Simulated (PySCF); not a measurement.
Molecule: SMILES OB(O)CCB (C2H8B2O2). Atoms near the plane z = 0.0 Å, at the GFN2-xTB optimised geometry (x, y, z in Å): B1 (-0.8, -2.5, 0.0), C2 (0.1, -1.1, 0.0), C3 (-0.7, 0.2, 0.0), B4 (0.2, 1.5, 0.0), O5 (1.5, 1.5, 0.0), O6 (-0.5, 2.7, 0.0), H7 (-0.2, -3.5, 0.0), H8 (-1.9, -2.5, 0.1), H9 (0.7, -1.1, -0.9), H10 (0.7, -1.1, 0.9), H11 (-1.4, 0.2, 0.9), H12 (-1.4, 0.2, -0.9), H13 (1.9, 0.7, 0.0), H14 (0.1, 3.5, 0.0).

Level of theory: PBE/def2-TZVP (PySCF 2.14.0). Cells within 0.4 Å of a nucleus heavier than hydrogen are left out (blank, or x). The values are rescaled to run from 0 to 1.

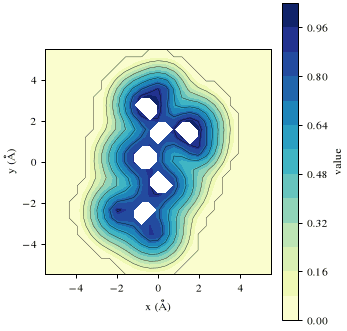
Figure. a field on the plane z = 0.0 Å.

**Question.** Which quantity is mapped?
A) electron localisation function
B) an orbital amplitude
C) Laplacian of the electron density
D) log10 of the electron density

**Answer.** D, log10 of the electron density. In full: log10 of the electron density (e/bohr³), floored at −4.
